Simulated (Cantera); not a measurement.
Input: 1 mol CuO, 2.7 mol C, 13 mol H2, 1.1 mol CO, at 490000 Pa.

Cantera equilibrium calculation (NASA polynomials, part measured and part estimated; ideal gas, pure solids and liquids). Candidate condensed phases: C, C6H6, C7H8, C8H18, Cu, CuO, Cu(OH)2, Cu2O, H2O; 113 gas species. Rates play no part.

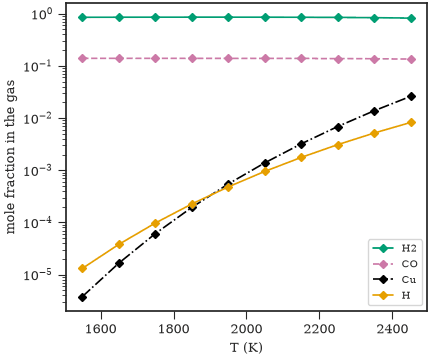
*Equilibrium gas composition (values under 1e-9 drawn at 1e-9)*

Task: Read off the mole fractions at 1650 K.

Result: H2 about 0.86, CO about 0.14, H about 3.8e-5, Cu about 1.7e-5.
